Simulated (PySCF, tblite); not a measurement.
**C6H9FSSi: geometry, infrared bands and NMR shifts**

Wanted: the infrared bands and NMR shifts of C6H9FSSi (`CC#C[C@@]1(F)C[SiH2]SC1`), by calculation.

Programs: tblite 0.8.0 and PySCF 2.14.0, with density-fitted response routines of our own. Each step states its level of theory. These are calculated values for one molecule in the gas phase, unless marked as measured. Atoms are numbered from 0 throughout.

### Step 1. Starting geometry

18 atoms, charge 0, multiplicity 1; geometry from: force field or distance geometry start.

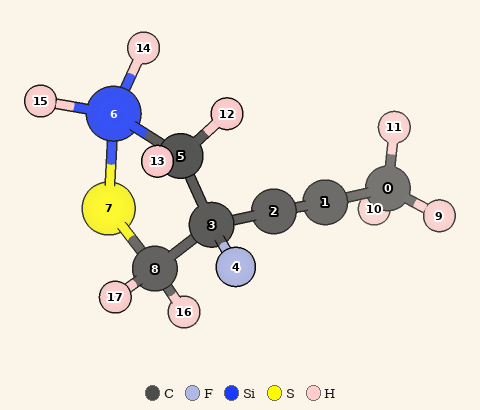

As it starts; carbon dark grey, fluorine light blue, silicon blue, sulfur yellow, hydrogen pink, atoms numbered.

### Step 2. Relaxing the molecule with GFN2-xTB

The job: settings as JSON, then the geometry in Å.

```
{"job": {"kind": "relax", "xc": "GFN2-xTB", "basis": "xTB"}, "charge": 0, "multiplicity": 1}
C     -3.350700    -0.501000    -0.054300
C     -1.975900     0.027900    -0.050200
C     -0.836900     0.443700    -0.005800
C      0.525600     0.956600    -0.000600
F      0.492300     2.323600     0.270500
C      1.373900     0.355900     1.062000
Si     2.069400    -1.272900     0.461100
S      1.500100    -0.970700    -1.587900
C      1.115500     0.786500    -1.349700
H     -4.087900     0.328800     0.147000
H     -3.560600    -0.988600    -1.033900
H     -3.386900    -1.280200     0.739600
H      0.706700     0.080200     1.942700
H      2.153500     1.018200     1.486500
H      1.410900    -2.424500     1.079200
H      3.533600    -1.334800     0.552400
H      0.322500     1.035800    -2.117000
H      1.986200     1.421700    -1.553300
```

On the command line:

```console
> OMP_NUM_THREADS=1 python probes_run.py task.json out
```

This one command runs all jobs of the session in turn.

Standard output:

```text
step      E/eV     max force
  0    -737.49041    2.778
  1    -737.66506    3.008
  2    -737.61755    4.310
  3    -737.75017    0.551
  4    -737.76637    0.345
  5    -737.78830    0.573
  6    -737.79683    0.304
  7    -737.80415    0.164
  8    -737.80886    0.285
  9    -737.81393    0.319
 10    -737.81850    0.208
 11    -737.82228    0.125
 12    -737.82481    0.146
 13    -737.82705    0.184
 14    -737.82983    0.156
 15    -737.83280    0.119
 16    -737.83478    0.092
 17    -737.83574    0.074
 18    -737.83641    0.081
 19    -737.83726    0.069
 20    -737.83830    0.071
 21    -737.83919    0.054
 22    -737.83979    0.056
 23    -737.84030    0.066
 24    -737.84090    0.062
 25    -737.84153    0.056
 26    -737.84202    0.056
 27    -737.84236    0.060
 28    -737.84273    0.054
 29    -737.84323    0.056
 30    -737.84375    0.053
 31    -737.84416    0.043
 32    -737.84449    0.043
 33    -737.84485    0.054
 34    -737.84535    0.073
 35    -737.84593    0.065
 36    -737.84641    0.057
 37    -737.84680    0.059
 38    -737.84716    0.048
 39    -737.84749    0.046
 40    -737.84777    0.043
 41    -737.84799    0.052
 42    -737.84821    0.049
 43    -737.84841    0.036
 44    -737.84859    0.034
 45    -737.84876    0.038
 46    -737.84898    0.052
 47    -737.84933    0.064
 48    -737.84986    0.067
 49    -737.85045    0.070
 50    -737.85101    0.056
 51    -737.85160    0.062
 52    -737.85234    0.086
 53    -737.85319    0.079
 54    -737.85388    0.073
 55    -737.85427    0.043
 56    -737.85452    0.052
 57    -737.85480    0.058
 58    -737.85516    0.053
 59    -737.85554    0.052
 60    -737.85588    0.052
 61    -737.85615    0.062
 62    -737.85639    0.057
 63    -737.85659    0.040
 64    -737.85680    0.042
 65    -737.85696    0.051
 66    -737.85718    0.044
 67    -737.85734    0.023
 68    -737.85746    0.023
 69    -737.85754    0.033
 70    -737.85763    0.036
 71    -737.85770    0.027
 72    -737.85775    0.019
 73    -737.85781    0.025
 74    -737.85788    0.032
 75    -737.85797    0.029
 76    -737.85805    0.018
 77    -737.85813    0.020
 78    -737.85822    0.032
 79    -737.85837    0.048
 80    -737.85857    0.050
 81    -737.85875    0.029
 82    -737.85887    0.022
 83    -737.85895    0.023
 84    -737.85905    0.034
 85    -737.85917    0.033
 86    -737.85927    0.021
 87    -737.85936    0.023
 88    -737.85947    0.033
 89    -737.85960    0.037
 90    -737.85968    0.027
 91    -737.85971    0.011
 92    -737.85973    0.012
 93    -737.85974    0.015
 94    -737.85977    0.014
 95    -737.85978    0.008
```

Wall time 0.89 s (1 thread of Arm Neoverse V1, shared host); peak memory 0.18 GiB.

Step by step: (not every step is listed) (the energy doesn't fall at every step)

```tsv
step	energy from step 0 (eV)	largest force (eV/Å)
0	0.0000	2.7780
1	-0.1747	3.0083
2	-0.1271	4.3098
3	-0.2598	0.5511
4	-0.2760	0.3450
5	-0.2979	0.5732
6	-0.3064	0.3040
7	-0.3137	0.1636
8	-0.3184	0.2852
16	-0.3444	0.0917
24	-0.3505	0.0618
32	-0.3541	0.0433
40	-0.3574	0.0435
48	-0.3595	0.0675
56	-0.3641	0.0517
64	-0.3664	0.0425
72	-0.3673	0.0193
80	-0.3682	0.0498
88	-0.3691	0.0334
90	-0.3693	0.0271
91	-0.3693	0.0112
92	-0.3693	0.0121
93	-0.3693	0.0151
94	-0.3694	0.0145
95	-0.3694	0.0081
```

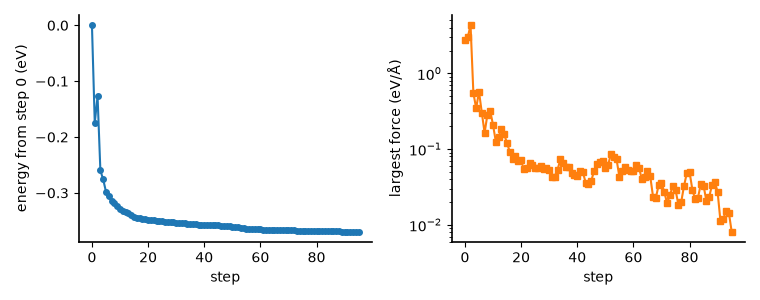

Energy and largest force along the relaxation.

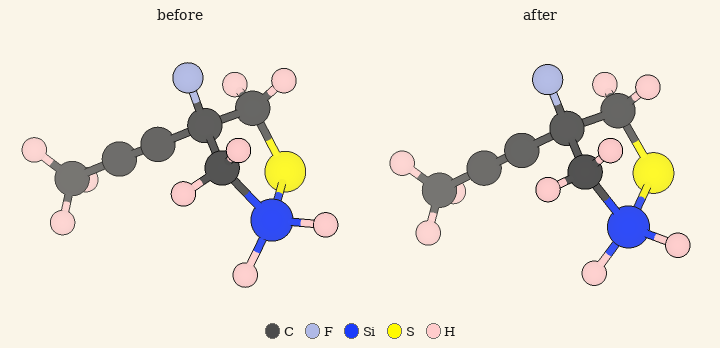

The geometry before (left) and after (right).

Close pairs (by a distance rule), those that changed most:

```tsv
bond	before (Å)	after (Å)	change (Å)
C5–H12	1.139	1.089	-0.050
C3–C8	1.482	1.530	+0.048
C8–H16	1.131	1.089	-0.042
C3–C5	1.486	1.526	+0.039
C0–H9	1.128	1.089	-0.039
C0–C1	1.473	1.443	-0.030
C5–Si6	1.870	1.898	+0.028
C0–H10	1.114	1.089	-0.025
```

The final coordinates are the input of the step that follows.

### Step 3. Infrared spectrum with GFN2-xTB

The job: settings as JSON, then the geometry in Å.

```
{"job": {"kind": "ir", "xc": "GFN2-xTB", "basis": "xTB"}, "charge": 0, "multiplicity": 1}
C     -3.244873    -0.625232     0.011509
C     -1.928771    -0.033827     0.007117
C     -0.826810     0.438287     0.000029
C      0.501619     1.027112    -0.004504
F      0.388963     2.404218     0.227152
C      1.377582     0.405399     1.078831
Si     1.862701    -1.314977     0.440277
S      1.613443    -0.884500    -1.649174
C      1.166353     0.860745    -1.372229
H     -3.994704     0.146946     0.179357
H     -3.437423    -1.106523    -0.946611
H     -3.317250    -1.368423     0.804859
H      0.837964     0.380186     2.023876
H      2.254440     1.040610     1.217991
H      0.917411    -2.352294     0.828790
H      3.253073    -1.637467     0.733186
H      0.494398     1.160348    -2.175380
H      2.073124     1.465709    -1.416734
```

Standard output:

```text
mode    cm-1     km/mol
  1     -21.4      0.04
  2      54.9      0.31
  3      61.7      4.70
  4     120.3      2.21
  5     151.3      4.37
  6     251.4      0.27
  7     271.6      4.03
  8     297.4      1.79
  9     328.6     13.40
 10     337.4      0.14
 11     371.5     11.78
 12     467.3     32.07
 13     498.4     23.92
 14     512.5     36.79
 15     517.9      6.63
 16     529.2     22.29
 17     637.0    156.03
 18     671.0     74.81
 19     754.9    164.53
 20     769.2     60.43
 21     791.3     44.65
 22     795.3    108.87
 23     878.5      9.94
 24     943.6     82.80
 25     966.3     74.53
 26    1021.4      2.81
 27    1023.4     11.26
 28    1048.1     14.36
 29    1119.6     21.02
 30    1159.0     24.33
 31    1208.0     19.46
 32    1233.7     18.95
 33    1300.5     14.49
 34    1386.9      3.57
 35    1447.3      0.70
 36    1447.8      8.28
 37    1448.5      8.21
 38    1466.2      2.36
 39    2316.0    338.75
 40    2329.3    134.78
 41    2406.8     52.62
 42    2976.2      3.43
 43    2978.9     34.77
 44    3008.6     16.61
 45    3011.2     14.35
 46    3011.7      3.53
 47    3013.5     11.76
 48    3016.3     18.19
```

Run time: 0.85 s. Hardware: 1 thread of Arm Neoverse V1, shared host; peak memory 0.18 GiB.

Which atoms move in the most intense modes:

```tsv
cm⁻¹	km/mol	atoms
637	156.0	H14 40 %, H15 29 %
671	74.8	C5 15 %, C8 14 %, H15 13 %, C0 12 %
755	164.5	H15 34 %, H14 32 %, C8 16 %
795	108.9	H12 30 %, C5 26 %, H13 17 %
944	82.8	C3 35 %, F4 11 %
966	74.5	C3 49 %, H12 15 %
2316	338.8	H15 77 %, H14 19 %
2329	134.8	H14 78 %, H15 20 %
```

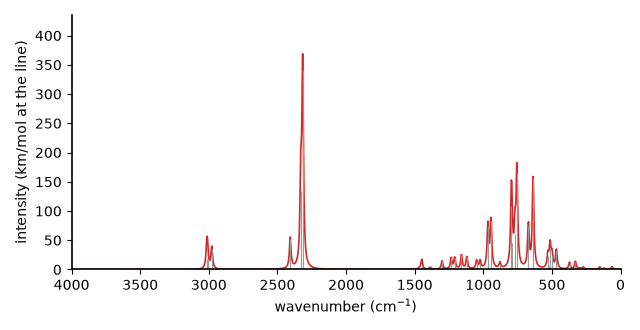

The infrared spectrum from these modes, unscaled. Lines are broadened to a width of 14 cm⁻¹ (Lorentzian).

### Step 4. Nuclear shieldings: PBE0/pcSseg-1

Settings changed since step 3:

```diff
@@ -1,2 +1,2 @@
-{"job": {"kind": "ir", "xc": "GFN2-xTB", "basis": "xTB"}, "charge": 0, "multiplicity": 1}
+{"job": {"kind": "nmr", "xc": "PBE0", "basis": "pcSseg-1"}, "charge": 0, "multiplicity": 1}
 C     -3.244873    -0.625232     0.011509
```

Level: GIAO PBE0/pcSseg-1 NMR shielding, non-relativistic, gas phase.

Standard output:

```text
coarse grid: 16432 points
cycle   1  E = -1020.7002152843  dE =  1.204e+00  |g| = 6.170e-01  |ddm| = 4.400e+00
cycle   2  E = -1020.6710807558  dE =  2.913e-02  |g| = 7.876e-01  |ddm| = 1.455e+00
cycle   3  E = -1020.7773120660  dE = -1.062e-01  |g| = 1.126e-01  |ddm| = 8.518e-01
cycle   4  E = -1020.7791711801  dE = -1.859e-03  |g| = 5.566e-02  |ddm| = 1.708e-01
cycle   5  E = -1020.7797555597  dE = -5.844e-04  |g| = 2.478e-02  |ddm| = 7.744e-02
cycle   6  E = -1020.7798974970  dE = -1.419e-04  |g| = 4.480e-03  |ddm| = 2.375e-02
cycle   7  E = -1020.7799018823  dE = -4.385e-06  |g| = 1.014e-03  |ddm| = 5.326e-03
final grid: 150872 points
cycle   8  E = -1020.8432831831  dE = -4.103e-05  |g| = 9.472e-03  |ddm| = 5.510e-02
cycle   9  E = -1020.8432664495  dE =  1.673e-05  |g| = 1.304e-02  |ddm| = 3.056e-02
cycle  10  E = -1020.8433040121  dE = -3.756e-05  |g| = 1.350e-03  |ddm| = 1.936e-02
cycle  11  E = -1020.8433043230  dE = -3.109e-07  |g| = 4.973e-04  |ddm| = 1.969e-03
cycle  12  E = -1020.8433043696  dE = -4.658e-08  |g| = 2.207e-04  |ddm| = 5.347e-04
cycle  13  E = -1020.8433043806  dE = -1.100e-08  |g| = 4.327e-05  |ddm| = 2.435e-04
cycle  14  E = -1020.8433043810  dE = -4.347e-10  |g| = 1.356e-05  |ddm| = 1.017e-04
converged SCF energy = -1020.8433043810

GIAO shielding tensors (ppm)
atom      isotropic    diamagn.    paramagn.     s11        s22        s33       span
  0 C      182.301     255.171     -72.871    174.473    175.359    197.070     22.597
  1 C       92.938     270.678    -177.740     10.192     26.932    241.691    231.499
  2 C      102.436     265.015    -162.579      5.257     20.704    281.347    276.090
  3 C       90.496     235.835    -145.339     47.367     76.907    147.214     99.848
  4 F      327.423     473.642    -146.219    256.790    339.889    385.592    128.802
  5 C      158.596     253.230     -94.634    133.858    149.369    192.560     58.702
  6 Si     368.329     878.542    -510.213    336.471    356.439    412.078     75.607
  7 S      707.145    1057.294    -350.149    537.247    650.958    933.230    395.983
  8 C      141.018     250.150    -109.132    109.186    146.228    167.639     58.453
  9 H       29.653      27.534       2.119     24.339     27.615     37.005     12.666
 10 H       29.603      30.082      -0.479     24.128     28.197     36.483     12.355
 11 H       29.629      30.594      -0.966     24.243     28.235     36.408     12.165
 12 H       29.864      30.991      -1.127     26.005     28.081     35.507      9.502
 13 H       30.002      30.699      -0.697     25.885     27.432     36.687     10.803
 14 H       26.808      29.056      -2.248     23.237     24.515     32.672      9.435
 15 H       26.798      27.934      -1.135     22.880     24.088     33.427     10.547
 16 H       28.614      30.353      -1.739     24.059     26.826     34.958     10.899
 17 H       28.469      30.892      -2.423     22.898     27.514     34.994     12.096
```

It took 64 s on 1 thread of Arm Neoverse V1, shared host; peak memory 0.95 GiB.

Shifts follow as δ = σ(reference) − σ, with reference shieldings (ppm) from runs at the same level and on the same kind of geometry: 1H TMS 31.72, 13C TMS 186.9, 29Si TMS 349.2, 19F CFCl3 170.9, 33S CS2 504. The references are single molecules in the gas phase, so shifts against H2O, NH3, PH3, H3PO4 or CFCl3 are not on the usual liquid scales and can be off by tens of ppm. Atoms listed in one row are averaged.

```tsv
atoms	environment	σ (ppm)	δ (ppm)	δ scaled to CDCl3
C3	propargylic fully substituted sp3 carbon bonded to F	90.5	96.4	92.2
C1	alkyne carbon	92.9	94.0	89.8
C2	alkyne carbon	102.4	84.5	80.5
C8	sp3 CH2 bonded to S	141.0	45.9	38.5
C5	sp3 CH2 bonded to Si	158.6	28.3	25.7
C0	propargylic methyl carbon	182.3	4.6	2.6
H15	hydrogen on a silicon bonded to C, S, in a 5-membered ring	26.80	4.92	–
H14	hydrogen on a silicon bonded to C, S, in a 5-membered ring	26.81	4.91	–
H17	hydrogen on an sp3 CH2 bonded to S	28.47	3.25	3.17
H16	hydrogen on an sp3 CH2 bonded to S	28.61	3.10	3.03
H9, H10, H11	hydrogen on a propargylic methyl carbon	29.63	2.09	2.07
H12	hydrogen on an sp3 CH2 bonded to Si	29.86	1.85	1.85
H13	hydrogen on an sp3 CH2 bonded to Si	30.00	1.72	1.72
F4	fluorine on an sp3 carbon	327.4	-156.5	–
Si6	silicon bonded to C, S, 2 H, in a 5-membered ring	368.3	-19.2	–
S7	sulfur bonded to C, Si, in a 5-membered ring	707	-203	–
```

The scaled column applies a straight-line fit of computed shieldings to shifts measured in CDCl3, with any fitted terms for Cl, Br or S neighbours, and one for carbons that bear F (root-mean-square error 0.16 ppm for H, 1.9 ppm for C).

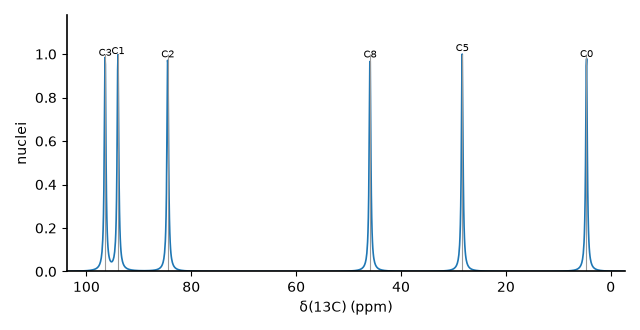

13C lines at the computed shifts, without couplings. Lines are broadened to a width of 0.37 ppm (Lorentzian).

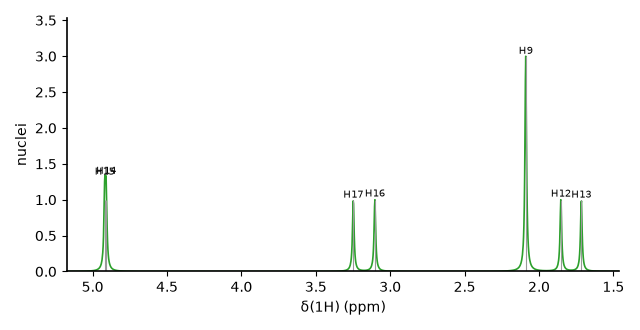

1H lines at the computed shifts, without couplings. Lines are broadened to a width of 0.01 ppm (Lorentzian).

The run also stored atomic charges by several schemes (e):

```tsv
atoms	Mulliken	IAO	Hirshfeld	ESP fit
C0	-0.18	-0.44	-0.09	-0.58
C1	-0.39	-0.01	-0.03	0.25
C2	0.22	-0.11	-0.08	-0.43
C3	-0.01	0.31	0.11	0.52
F4	-0.32	-0.32	-0.12	-0.25
C5	-0.44	-0.55	-0.17	-0.62
Si6	0.62	0.70	0.32	0.59
S7	-0.27	-0.20	-0.10	-0.28
C8	-0.21	-0.34	-0.08	-0.40
```

Mulliken charges:

C0 -0.18; C1 -0.39; C2 0.22; C3 -0.01; F4 -0.32; C5 -0.44; Si6 0.62; S7 -0.27; C8 -0.21; H9 0.15; H10 0.15; H11 0.15; H12 0.16; H13 0.15; H14 -0.05; H15 -0.06; H16 0.17; H17 0.16

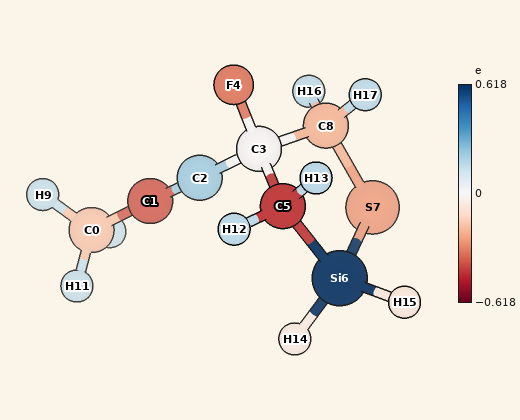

Mulliken charges, as colours on the atoms.

Mayer bond orders: C0–C1 1.24, C1–C2 2.62, C2–C3 0.89, C3–F4 0.87, C3–C5 1.02, C5–Si6 0.90, Si6–S7 0.97, S7–C8 1.00, C8–C3 1.00.

Ring of atoms C3, C5, Si6, S7, C8: NICS(0) -7.5, NICS(1) -4.3, NICS(1)zz -3.1 ppm (means of both faces; NICS(1) differs between them: -5.5 and -3.1).

The fields below are evaluated on a grid from the run's orbitals.

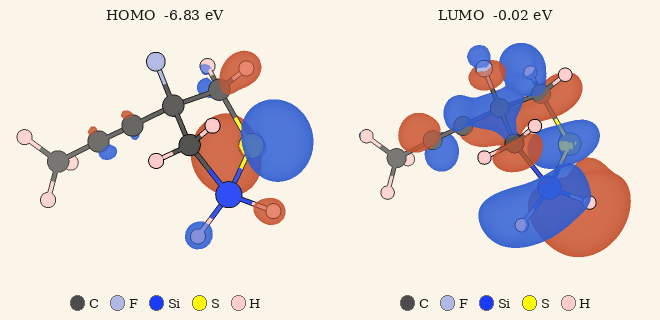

PBE0/pcSseg-1 orbitals near the gap, drawn at the value that encloses 70 % of each; the two colours are the two signs.

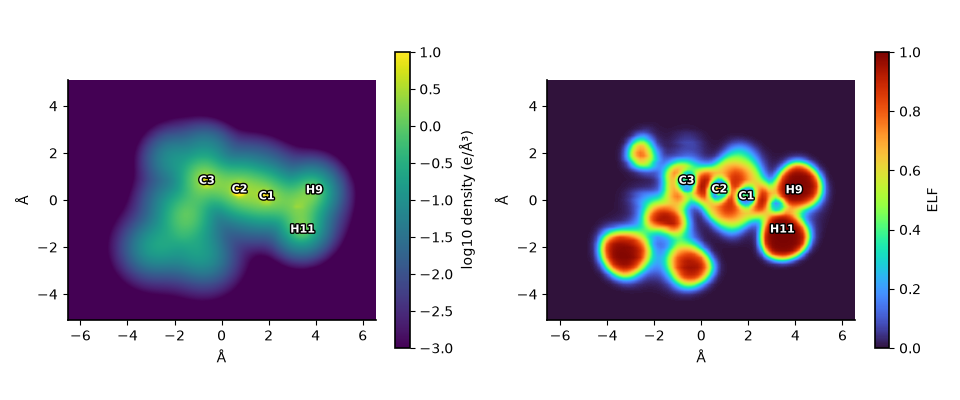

Density (left) and ELF (right) in a plane through or near 5 of the atoms.

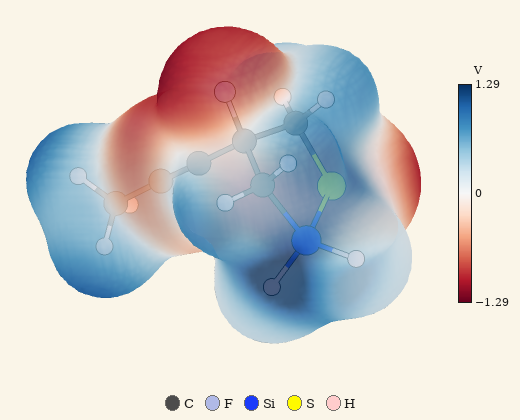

The potential that a unit positive charge feels on the 0.002 e/bohr³ surface, from -1.12 V near F4 to 1.29 V near H15.

### Step 5. Results

| quantity | value |
| --- | --- |
| strongest single infrared mode (GFN2-xTB) | 2316 cm⁻¹, 339 km/mol |
| zero-point energy (GFN2-xTB) | 80.6 kcal/mol |
| 13C shifts against TMS (PBE0/pcSseg-1) | 96.4, 94.0, 84.5, 45.9, 28.3, 4.6 ppm |
| 1H shifts against TMS (PBE0/pcSseg-1, means over atoms taken as alike) | 4.92, 4.91, 3.25, 3.10, 2.09, 1.85, 1.72 ppm |
| 19F shifts against CFCl3 (PBE0/pcSseg-1) | -156.5 ppm |
| 29Si shifts against TMS (PBE0/pcSseg-1) | -19.2 ppm |
| 33S shifts against CS2 (PBE0/pcSseg-1) | -203 ppm |
| surface potential, least and greatest | -1.12 V and 1.29 V |

Relaxing lowered the energy by 0.369 eV in 95 steps; the close pair that moved most is C5–H12, from 1.139 to 1.089 Å. The lowest mode is imaginary (21i cm⁻¹), so the xTB geometry is not a minimum. The strongest single mode, at 2316 cm⁻¹, moves mainly H15. GFN2-xTB is a fitted tight-binding method: band positions and strengths are rough. Its intensities can rank the bands wrongly. C3 (propargylic fully substituted sp3 carbon bonded to F) lies farthest downfield among carbon, at 96.4 ppm; pulled downfield by the heteroatom. At PBE0/pcSseg-1: The widest tensor belongs to S7: span 396 ppm, with a paramagnetic part of -350 ppm.
